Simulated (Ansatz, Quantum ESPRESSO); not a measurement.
# Charging Ca(100), 5 layers, part 5 of 6

Wanted: the capacitance of Ca(100), 5 layers by the effective screening medium.

Quantum ESPRESSO 7.5; plane-wave DFT, PBEsol, GBRV ultrasoft pseudopotentials; geometry by Ansatz 0.2.0 with PAW datasets.

So far. Step 8 (Ground state: charge 0.0934 e): Gauss's law asks for a slope of 180.95 q/A = 1.086 eV/Å in the gap; the run gives 1.086. Step 10 (Self-consistent run: constant Fermi level -5.5 eV): Gauss's law asks for a slope of 180.95 q/A = 0.698 eV/Å in the gap; the run gives 0.699.

### 11. Ground state: constant Fermi level -3.0 eV

Contents of mu1.in:

```
&control
  prefix = 'mu1'
  outdir = './out'
  pseudo_dir = './pseudo'
  calculation = 'scf'
  tprnfor = .true.
/
&system
  ibrav = 0
  nat = 5
  ntyp = 1
  ecutwfc = 40
  ecutrho = 200
  occupations = 'smearing'
  smearing = 'mv'
  degauss = 0.02
  assume_isolated = 'esm'
  esm_bc = 'bc3'
  lgcscf = .true.
  gcscf_mu = -3.0
  gcscf_conv_thr = 0.001
/
&electrons
  conv_thr = 1e-09
  mixing_beta = 0.2
  electron_maxstep = 160
  mixing_mode = 'TF'
  diagonalization = 'rmm-davidson'
  diago_rmm_conv = .false.
  diago_full_acc = .true.
/
ATOMIC_SPECIES
  Ca  40.0780  ca_pbesol_v1.uspp.F.UPF
CELL_PARAMETERS angstrom
  3.94565583900000 0.00000000000000 0.00000000000000
  0.00000000000000 3.94565583900000 0.00000000000000
  0.00000000000000 0.00000000000000 26.16000000000000
ATOMIC_POSITIONS crystal
  Ca  0.000000000000 0.000000000000 -0.151932552594
  Ca  0.500000000000 0.500000000000 -0.045281176394
  Ca  0.000000000000 0.000000000000 0.061370199706
  Ca  0.500000000000 0.500000000000 0.165391754306
  Ca  -0.000000000000 0.000000000000 0.266611451677
K_POINTS automatic
  8 8 1 0 0 0
```

Command:

```console
OMP_NUM_THREADS=1 mpirun -n 4 pw.x -nk 4 -in mu1.in > mu1.out
```

The log of the run:

```text
[banner, memory and clock lines left out]
Program PWSCF v.7.5 starts
[...]
Message from routine iosys:
[...]
Message from routine setup:
[...]
number of electrons       =        50.00
     number of Kohn-Sham states=           30
     kinetic-energy cutoff     =      40.0000  Ry
     charge density cutoff     =     200.0000  Ry
[...]
number of k points=    15  Marzari-Vanderbilt smearing, width (Ry)=  0.0200
[...]
Dense  grid:   131387 G-vectors     FFT dimensions: (  36,  36, 225)
[...]
negative rho (up, down):  1.854E-05 0.000E+00
     Starting wfcs are   50 randomized atomic wfcs
[...]
estimated scf accuracy    <       0.02887588 Ry
[...]
the Fermi energy          =      -4.90520515 eV
[...]
negative rho (up, down):  9.775E-07 0.000E+00
[...]
estimated scf accuracy    <       0.02043636 Ry
[...]
the Fermi energy          =      -2.87536763 eV
[...]
negative rho (up, down):  1.467E-06 0.000E+00
[...]
estimated scf accuracy    <       0.01671089 Ry
[...]
the Fermi energy          =      -3.47299499 eV
[...]
negative rho (up, down):  1.844E-06 0.000E+00
[...]
estimated scf accuracy    <       0.00591290 Ry
[...]
the Fermi energy          =      -2.88477324 eV
[...]
negative rho (up, down):  8.433E-07 0.000E+00
[...]
estimated scf accuracy    <       0.00368107 Ry
[...]
the Fermi energy          =      -2.91314659 eV
[...]
negative rho (up, down):  2.580E-07 0.000E+00
[...]
estimated scf accuracy    <       0.00091630 Ry
[...]
the Fermi energy          =      -2.85277764 eV
[...]
negative rho (up, down):  5.533E-08 0.000E+00
[...]
estimated scf accuracy    <       0.00051949 Ry
[...]
the Fermi energy          =      -3.00582074 eV
[...]
estimated scf accuracy    <       0.00028584 Ry
[...]
the Fermi energy          =      -2.97448395 eV
[...]
estimated scf accuracy    <       0.00008517 Ry
[...]
the Fermi energy          =      -2.97082131 eV
[...]
estimated scf accuracy    <       0.00003318 Ry
[...]
the Fermi energy          =      -2.96222762 eV
[...]
estimated scf accuracy    <       0.00003095 Ry
[...]
the Fermi energy          =      -2.97595805 eV
[...]
estimated scf accuracy    <       0.00000700 Ry
[...]
the Fermi energy          =      -2.98123959 eV
[...]
estimated scf accuracy    <       0.00000385 Ry
[...]
the Fermi energy          =      -2.97896998 eV
[...]
estimated scf accuracy    <       0.00000291 Ry
[...]
the Fermi energy          =      -2.98179551 eV
[...]
estimated scf accuracy    <       0.00000197 Ry
[...]
the Fermi energy          =      -2.98482858 eV
[...]
estimated scf accuracy    <       0.00000082 Ry
[...]
the Fermi energy          =      -2.98949525 eV
[...]
estimated scf accuracy    <       0.00000043 Ry
[...]
the Fermi energy          =      -2.99200951 eV
[...]
estimated scf accuracy    <       0.00000033 Ry
[...]
the Fermi energy          =      -2.99348220 eV
[...]
estimated scf accuracy    <       0.00000022 Ry
[...]
the Fermi energy          =      -2.99575687 eV
[...]
estimated scf accuracy    <       0.00000009 Ry
[...]
the Fermi energy          =      -2.99737670 eV
[...]
estimated scf accuracy    <       0.00000007 Ry
[...]
the Fermi energy          =      -2.99767564 eV
[...]
estimated scf accuracy    <       0.00000006 Ry
[...]
the Fermi energy          =      -2.99879702 eV
[...]
estimated scf accuracy    <       0.00000003 Ry
[...]
the Fermi energy          =      -2.99962613 eV
[...]
estimated scf accuracy    <       0.00000002 Ry
[...]
the Fermi energy          =      -2.99977244 eV
[...]
negative rho (up, down):  5.789E-08 0.000E+00
[...]
estimated scf accuracy    <       0.00000001 Ry
[...]
the Fermi energy          =      -2.99979975 eV
[...]
negative rho (up, down):  6.121E-07 0.000E+00
[...]
estimated scf accuracy    <          5.2E-09 Ry
[...]
the Fermi energy          =      -3.00001053 eV
[...]
negative rho (up, down):  1.269E-06 0.000E+00
[...]
estimated scf accuracy    <          3.6E-09 Ry
[...]
the Fermi energy          =      -3.00001303 eV
[...]
negative rho (up, down):  3.575E-06 0.000E+00
[...]
estimated scf accuracy    <          1.4E-09 Ry
[...]
the Fermi energy          =      -3.00001326 eV
[...]
negative rho (up, down):  4.245E-06 0.000E+00
[...]
estimated scf accuracy    <          1.1E-09 Ry
[...]
the Fermi energy          =      -2.99999229 eV
[...]
negative rho (up, down):  7.717E-06 0.000E+00
[...]
the Fermi energy is    -3.0000 ev
!    total energy              =    -374.14930323 Ry
     estimated scf accuracy    <          6.2E-10 Ry
!    total charge of GC-SCF    =       0.00475546 e
     smearing contrib. (-TS)   =      -0.00168691 Ry
     internal energy E=F+TS    =    -374.14761632 Ry
[...]
one-electron contribution =  -20015.17179941 Ry
     hartree contribution      =    9994.06214652 Ry
     xc contribution           =     -58.04575841 Ry
     ewald contribution        =    9705.00884354 Ry
[...]
convergence has been achieved in  30 iterations
     negative rho (up, down):  7.717E-06 0.000E+00
[...]
Total force =     0.008329     Total SCF correction =     0.000408
[...]
```

Wall time 10 min (4 MPI ranks of Arm Neoverse N1, shared host); peak memory 1 GiB.

Numbers from this step:

| Property | Result |
| --- | --- |
| Fermi energy | -3 eV |
| charge found by GC-SCF | 0.004755 e |
| vacuum line at the lower end of the cell, over the Fermi level | 2.828 eV |
| slope of the potential above | 0.05625 eV/Å |
| vacuum line at the upper end of the cell, over the Fermi level | 3.000 eV |

Gauss's law asks for a slope of 180.95 q/A = 0.055 eV/Å in the gap; the run gives 0.056.

### 12. SCF with pw.x: between two electrodes with a field of 0.004 Ry/bohr

bc2 puts electrodes at both ends of the cell; esm_efield times the cell length sets the bias between them, and the slab stays neutral.

Contents of bc2.in:

```
&control
  prefix = 'bc2'
  outdir = './out'
  pseudo_dir = './pseudo'
  calculation = 'scf'
  tprnfor = .true.
/
&system
  ibrav = 0
  nat = 5
  ntyp = 1
  ecutwfc = 40
  ecutrho = 200
  occupations = 'smearing'
  smearing = 'mv'
  degauss = 0.02
  assume_isolated = 'esm'
  esm_bc = 'bc2'
  esm_efield = 0.004
/
&electrons
  conv_thr = 1e-07
  mixing_beta = 0.4
  electron_maxstep = 120
  mixing_mode = 'local-TF'
/
ATOMIC_SPECIES
  Ca  40.0780  ca_pbesol_v1.uspp.F.UPF
CELL_PARAMETERS angstrom
  3.94565583900000 0.00000000000000 0.00000000000000
  0.00000000000000 3.94565583900000 0.00000000000000
  0.00000000000000 0.00000000000000 26.16000000000000
ATOMIC_POSITIONS crystal
  Ca  0.000000000000 0.000000000000 -0.209272002135
  Ca  0.500000000000 0.500000000000 -0.102620625935
  Ca  0.000000000000 0.000000000000 0.004030750165
  Ca  0.500000000000 0.500000000000 0.108052304765
  Ca  -0.000000000000 0.000000000000 0.209272002135
K_POINTS automatic
  8 8 1 0 0 0
```

Command:

```console
OMP_NUM_THREADS=1 mpirun -n 4 pw.x -nk 4 -in bc2.in > bc2.out
```

The log of the run:

```text
[banner, memory and clock lines left out]
Program PWSCF v.7.5 starts
[citation notice left out]

[...]
Message from routine setup:
[...]
bravais-lattice index     =            0
     lattice parameter (alat)  =       7.4562  a.u.
     unit-cell volume          =    2748.3545 (a.u.)^3
     number of atoms/cell      =            5
     number of atomic types    =            1
     number of electrons       =        50.00
     number of Kohn-Sham states=           30
     kinetic-energy cutoff     =      40.0000  Ry
     charge density cutoff     =     200.0000  Ry
     scf convergence threshold =      1.0E-07
     mixing beta               =       0.4000
     number of iterations used =            8  local-TF  mixing
     Exchange-correlation= SLA  PW   PSX  PSC
                           (   1   4  10   8   0   0   0)

     Effective Screening Medium Method
     Boundary Conditions: Metal-Slab-Metal
     total charge in unit cell        =   0.0000
     field strength                   =   0.0040 Ry/a.u.
     grid points for fit at edges     =        4

[...]
PseudoPot. # 1 for Ca read from file:
     ./pseudo/ca_pbesol_v1.uspp.F.UPF
     Pseudo is Ultrasoft + core correction, Zval = 10.0
     Generated by new atomic code, or converted to UPF format
     Using radial grid of  845 points,  6 beta functions with:
                l(1) =   0
                l(2) =   0
                l(3) =   1
                l(4) =   1
                l(5) =   2
                l(6) =   2
     Q(r) pseudized with  8 coefficients,  rinner =    1.500   1.500   1.500
                                                       1.500   1.500

     atomic species   valence    mass     pseudopotential
     Ca               10.00    40.07800     Ca( 1.00)

      8 Sym. Ops. (no inversion) found

[...]
number of k points=    15  Marzari-Vanderbilt smearing, width (Ry)=  0.0200
[...]
Dense  grid:   131387 G-vectors     FFT dimensions: (  36,  36, 225)

     Smooth grid:    93779 G-vectors     FFT dimensions: (  32,  32, 200)

     Initial potential from superposition of free atoms

     starting charge      49.9741, renormalised to      50.0000

     negative rho (up, down):  1.861E-05 0.000E+00
     Starting wfcs are   50 randomized atomic wfcs

     per-process dynamical memory:    99.9 Mb

     Self-consistent Calculation

     iteration #  1     ecut=    40.00 Ry     beta= 0.40
     Davidson diagonalization with overlap
     ethr =  1.00E-02,  avg # of iterations =  1.0

     total energy              =    -373.93383374 Ry
     estimated scf accuracy    <       1.64547512 Ry

     iteration #  2     ecut=    40.00 Ry     beta= 0.40
[...]
total energy              =    -373.92795241 Ry
     estimated scf accuracy    <       0.62328803 Ry

     iteration #  3     ecut=    40.00 Ry     beta= 0.40
[...]
total energy              =    -374.06042658 Ry
     estimated scf accuracy    <       0.30338816 Ry

     iteration #  4     ecut=    40.00 Ry     beta= 0.40
[...]
total energy              =    -374.09468572 Ry
     estimated scf accuracy    <       0.21002479 Ry

     iteration #  5     ecut=    40.00 Ry     beta= 0.40
[...]
total energy              =    -374.07463180 Ry
     estimated scf accuracy    <       0.13114595 Ry

     iteration #  6     ecut=    40.00 Ry     beta= 0.40
[...]
c_bands:  2 eigenvalues not converged
     c_bands:  4 eigenvalues not converged
     c_bands:  2 eigenvalues not converged
     c_bands:  2 eigenvalues not converged
[...]
total energy              =    -374.07621665 Ry
     estimated scf accuracy    <       0.52336375 Ry

[...]
iteration # 33     ecut=    40.00 Ry     beta= 0.40
[...]
negative rho (up, down):  1.032E-05 0.000E+00

[...]
total energy              =    -374.14890795 Ry
     estimated scf accuracy    <       0.00000076 Ry

     iteration # 34     ecut=    40.00 Ry     beta= 0.40
[...]
c_bands:  1 eigenvalues not converged
[...]
negative rho (up, down):  9.416E-06 0.000E+00

[...]
total energy              =    -374.14890289 Ry
     estimated scf accuracy    <       0.00000112 Ry

     iteration # 35     ecut=    40.00 Ry     beta= 0.40
[...]
negative rho (up, down):  6.722E-06 0.000E+00

[...]
total energy              =    -374.14890721 Ry
     estimated scf accuracy    <       0.00000014 Ry

     iteration # 36     ecut=    40.00 Ry     beta= 0.40
[...]
negative rho (up, down):  6.406E-06 0.000E+00

[...]
End of self-consistent calculation

          k = 0.0000 0.0000 0.0000 ( 11803 PWs)   bands (ev):

   -44.0186 -43.9284 -43.3743 -43.3541 -43.2509 -25.1111 -25.0245 -25.0059
   -25.0059 -24.9210 -24.9210 -24.4647 -24.4054 -24.4054 -24.3996 -24.3748
   -24.3748 -24.3139 -24.2785 -24.2785  -5.3372  -4.8932  -4.1546  -3.2249
    -2.3550  -1.1011  -0.9109  -0.9026  -0.7591  -0.3654

          k = 0.0000 0.1250 0.0000 ( 11787 PWs)   bands (ev):

   -44.0180 -43.9279 -43.3736 -43.3536 -43.2503 -25.1101 -25.0235 -25.0154
   -25.0051 -24.9308 -24.9202 -24.4626 -24.4209 -24.4037 -24.3946 -24.3846
   -24.3746 -24.3130 -24.2877 -24.2780  -5.1654  -4.7270  -3.9963  -3.0756
    -2.2144  -1.0268  -0.9314  -0.8333  -0.7763  -0.4065

[...]
the Fermi energy is    -1.4902 ev

!    total energy              =    -374.14890791 Ry
     estimated scf accuracy    <       0.00000007 Ry
     smearing contrib. (-TS)   =      -0.00169038 Ry
     internal energy E=F+TS    =    -374.14721752 Ry

     The total energy is F=E-TS. E is the sum of the following terms:
     one-electron contribution =   -9352.40873430 Ry
     hartree contribution      =    4665.45039646 Ry
     xc contribution           =     -58.04651475 Ry
     ewald contribution        =    4370.85763506 Ry

     convergence has been achieved in  36 iterations

     negative rho (up, down):  6.406E-06 0.000E+00

     Forces acting on atoms (cartesian axes, Ry/au):

     atom    1 type  1   force =     0.00000000    0.00000000    0.00744556
     atom    2 type  1   force =     0.00000000    0.00000000   -0.00284958
     atom    3 type  1   force =     0.00000000    0.00000000   -0.00189048
     atom    4 type  1   force =     0.00000000    0.00000000   -0.00048778
     atom    5 type  1   force =     0.00000000    0.00000000   -0.00220401

     Total force =     0.008499     Total SCF correction =     0.000634

[...]
```

Elapsed: 3.9 min, on 4 MPI ranks; peak memory 0.93 GiB.

Read from the output:

```
Fermi energy                                                   : -1.490 eV
slope of the potential below                                   : -0.2610 eV/Å
vacuum line at the lower end of the cell, over the Fermi level : 4.182 eV
slope of the potential above                                   : -0.2564 eV/Å
vacuum line at the upper end of the cell, over the Fermi level : 1.495 eV
```

The potential energy, planar mean oscillates, so the rows of the table below give means over windows of 2.79 Å about each position, cut where the curve ends. Its maxima inside the range that stand out by 2 % of the span (Å: eV): -4.1: 0.899, -1.3: 0.830, 1.5: 0.639, 4.2: 0.498, 8.4: 2.55. Its minima: -5.5: -9.49, -2.7: -9.12, 0.1: -9.12, 2.8: -9.01, 5.5: -9.45.

Electrostatic potential energy of an electron; zero at the Fermi level. Table of potential energy, planar mean by z; means over each step:

```csv
z (Å),"potential energy, planar mean (eV)"
-11.62,3.80
-8.84,2.98
-6.05,-3.08
-3.26,-3.10
-0.47,-3.14
2.32,-3.18
5.11,-3.46
7.90,2.08
10.69,2.10
```

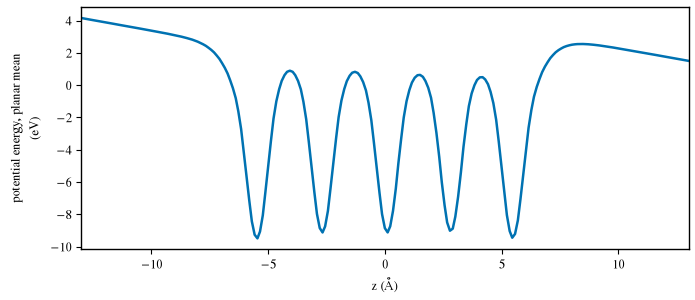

Potential energy, planar mean, plotted against z.

The set field of 0.103 V/Å over 26.2 Å is a bias of 2.69 V; the two ends of the cell differ by 2.69 eV. The slope in the vacuum is 0.256 eV/Å in size, more than the set field, because the slab carries little of the drop.

[end of part 5 of 6]

[Logs are printed without paths, hosts, clocks, repeated set-up lines and the standing remarks that a program may print on its own settings, such as how far it seeks lower states.]

[Hosts, paths, dates, database ids (printed as entryN), source tags and the programs' standing remarks are cut or masked in the printed files.]

[Maps of the electrostatic potential energy from Ansatz leave out the sawtooth potential of an applied field or a dipole correction, so their vacuum need not be flat; planar profiles and work functions include it.]
